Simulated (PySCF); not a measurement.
H9NSi3, SMILES `[SiH3]N([SiH3])[SiH3]`.

Method: ωB97X/6-31G*; geometry: GFN2-xTB; program: PySCF. No frequency check shows the geometry to be a minimum. A basis without diffuse functions makes polarisabilities too small.

Input script:

```python
import numpy as np
from pyscf import gto, scf, dft
from pyscf.scf import atom_ks, atom_hf
from scipy.linalg import block_diag

def solve(mol, dm0=None, hcore=None):
    mf = (dft.UKS if mol.spin else dft.RKS)(mol, xc='wb97x')
    mf.grids.level = 3
    mf = mf.density_fit(auxbasis='def2-universal-jkfit')
    mf.conv_tol, mf.max_cycle = 1e-8, 80
    if hcore is not None:
        mf.get_hcore = lambda *args: hcore
    mf.kernel(dm0)
    if not mf.converged:
        mf = mf.newton().run(mf.mo_coeff, mf.mo_occ, max_cycle=30)
    assert mf.converged, 'SCF not converged'
    return mf

mol = gto.M(atom='''
Si     1.67659     0.46108    -0.01276
N      0.00033     0.00003     0.12861
Si    -1.23773     1.22120    -0.01269
Si    -0.43898    -1.68228    -0.01265
H      2.47439    -0.56744     0.65109
H      2.06327     0.56676    -1.42460
H      1.83589     1.75343     0.65110
H     -0.74555     2.42674     0.65101
H     -2.43622     0.71336     0.65119
H     -1.52360     1.50229    -1.42453
H     -0.54078    -2.07009    -1.42447
H     -1.72861    -1.85889     0.65119
H      0.60059    -2.46640     0.65114
''', basis='6-31g*', charge=0, spin=0, verbose=4)
field = np.array([-0.004, -0.0, -0.0])  # atomic units
mol.set_common_orig(mol.atom_charges() @ mol.atom_coords() / mol.atom_charges().sum())
mf = solve(mol)
out = dict(dm0=mf.make_rdm1(), d0=mf.dip_moment(unit='AU'), e0=mf.e_tot)
for name, sign in (('p', 1), ('m', -1)):
    h = mf.get_hcore() + sign * np.einsum('x,xij->ij', field, mol.intor('int1e_r'))
    mi = solve(mol, mf.make_rdm1(), h)
    out.update({'dm' + name: mi.make_rdm1(), 'd' + name: mi.dip_moment(unit='AU'), 'e' + name: mi.e_tot})
# spherically averaged free atoms, for the promolecule
atm = atom_ks.get_atm_nrks(mol, xc='wb97x')
pro = block_diag(*[(atm[a[0]][2] * atm[a[0]][3]) @ atm[a[0]][2].T for a in mol._atom])
np.savez('result.npz', pro=pro, **out)
```

Command:

```sh
OMP_NUM_THREADS=1 python input.py
```

The run took 21 s on 1 thread of Intel(R) Xeon(R) Platinum 8488C (Sapphire Rapids), on a shared host, peak memory 0.5 GiB.

Partitions, critical points and surface values were worked out afterwards from this run's density.

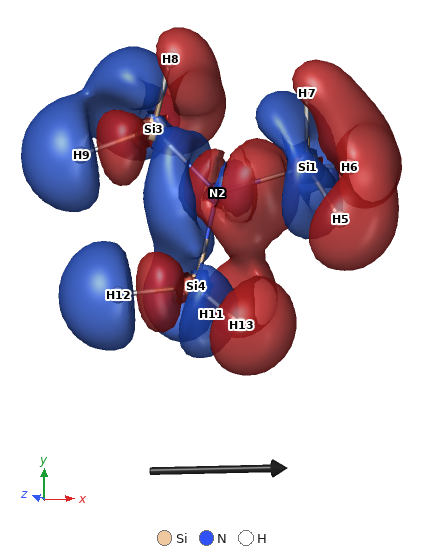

Change of the electron density in a uniform field of 0.21 V/Å along +x (arrow), surfaces at ±0.001 e/Å³ (blue: gain, red: loss).

The field was applied in both directions; the picture shows the one opposite to the script's first.

### How large is the response?

The induced dipole is 0.70 D (along the field); α along this axis, from the fields in both directions, is 69 bohr³ (10.2 Å³).
